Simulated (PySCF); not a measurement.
# C₅H₁₀O (SMILES C=C(CC)CO): what the fields show

Input file:

```
{"job": {"kind": "uv", "xc": "PBE0", "basis": "def2-SVPD", "nstates": 6, "ntriplets": 2}, "charge": 0, "multiplicity": 1}
C      0.766270     1.502347    -0.538823
C      0.381556     0.445056     0.157402
C     -1.027882     0.270886     0.653904
C     -1.862087    -0.566083    -0.318299
C      1.320918    -0.689644     0.484890
O      2.536402    -0.675981    -0.219225
H      0.088490     2.306746    -0.766918
H      1.778601     1.615392    -0.888636
H     -1.494573     1.250664     0.766700
H     -1.015308    -0.217013     1.631122
H     -2.887929    -0.641714     0.034032
H     -1.867181    -0.103514    -1.302608
H     -1.458745    -1.571673    -0.412737
H      0.798915    -1.646945     0.325482
H      1.594906    -0.635861     1.544271
H      2.340049    -0.633718    -1.161970
```

Command:

```sh
OMP_NUM_THREADS=1 python probes_run.py task.json out
```

Geometry: GFN2-xTB.

These are results of PySCF 2.14.0, PBE0/def2-SVPD, SCF density, gas phase, not measurements.

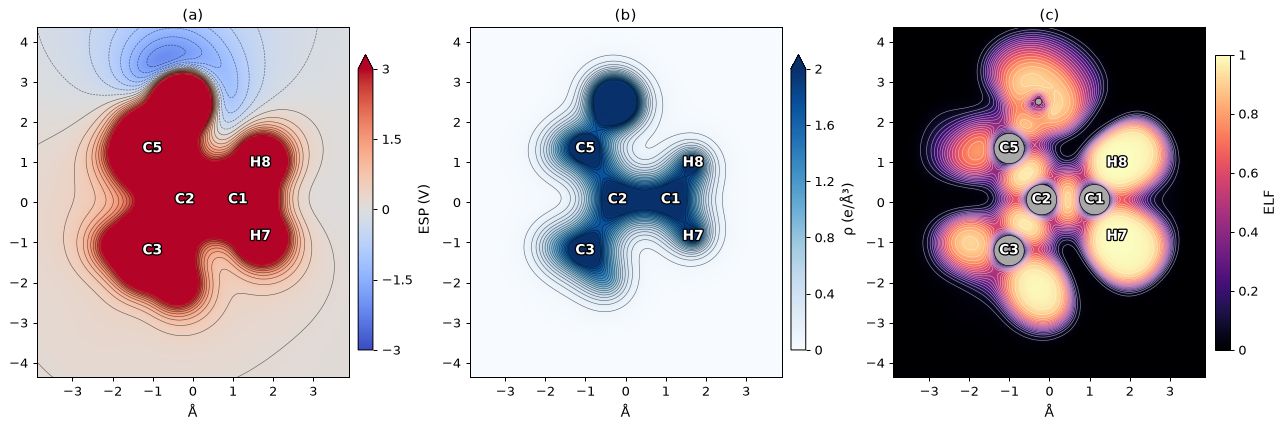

Figure 1. (a) molecular electrostatic potential; (b) total electron density; (c) ELF on the plane of atoms C2, C1 and H7. Grey discs cover the atomic cores in the ELF map.

Question: Interpret the plot.

Answer:
- Atoms in the plane: C and H.
- C–C (1.32 Å): the density is about 2.3 e/Å³ at the midpoint; the ELF peaks at about 0.90 between the atoms: a multiple bond.
- C–C (1.50 Å): the density is about 1.7 e/Å³ at the midpoint; the ELF peaks at about 0.95 between the atoms, as expected for localised, covalent bonding.
- C–H (1.08 Å): ρ at the midpoint is about 2 e/Å³; the ELF climbs to about 1 towards the hydrogen, as it does in any bond to H (an ordinary covalent bond to hydrogen).
- The ELF also peaks beside O6, away from the bonds: lone-pair regions.
- Outside the dense part of the molecule the potential is most negative (−2.1 V) near O6, which lies off the plane.

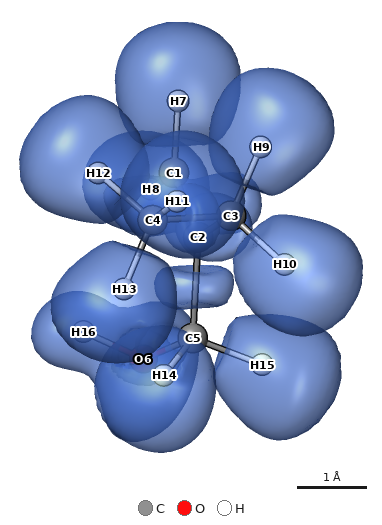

Figure 2. Isosurface of the ELF at 0.75 (blue), seen at an oblique angle. Only the valence region is drawn (cores and ρ < 0.01 e/Å³ removed).

Question: Describe the localisation domains.

Answer: At this value the surface marks out four regions between bonded C–C atoms (shared pairs), nine regions around hydrogen nuclei and one joined region spread over several atoms (H, O), in which their bonds and any lone pairs are merged. Along the contacts the grid gives the following. C–O (1.40 Å): the ELF peaks at about 0.90 between the atoms, as expected for a shared but strongly polarised pair.

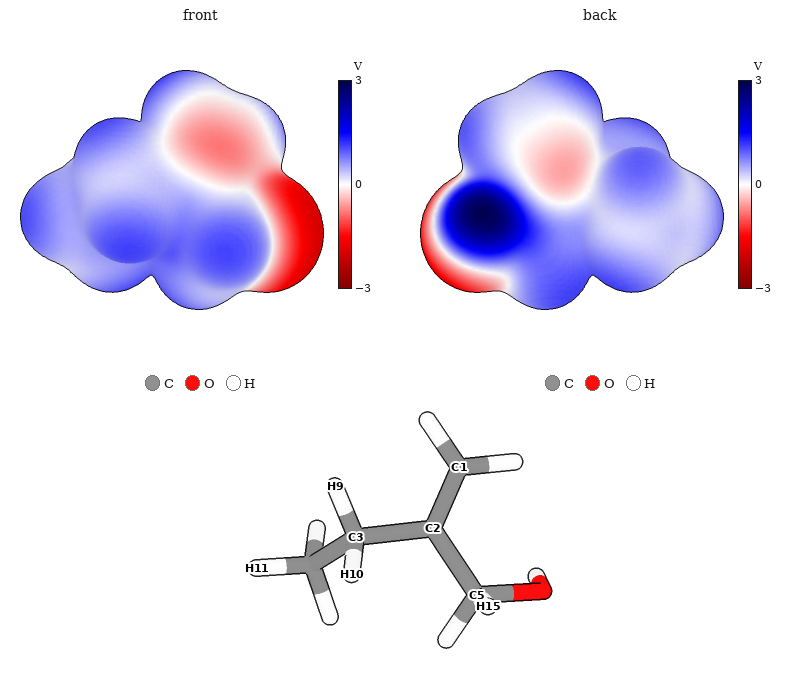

Figure 3. The electrostatic potential painted on the density surface at 0.004 e/bohr³, seen from the front and from behind; red is negative and blue positive. The bare structure is drawn below in the same view.

Question: Describe the electrostatic potential map.

Answer: The most negative region (about −1.8 V) lies over O6, the most positive (about +2.8 V) over H16. O6 is the likeliest acceptor of a hydrogen bond.
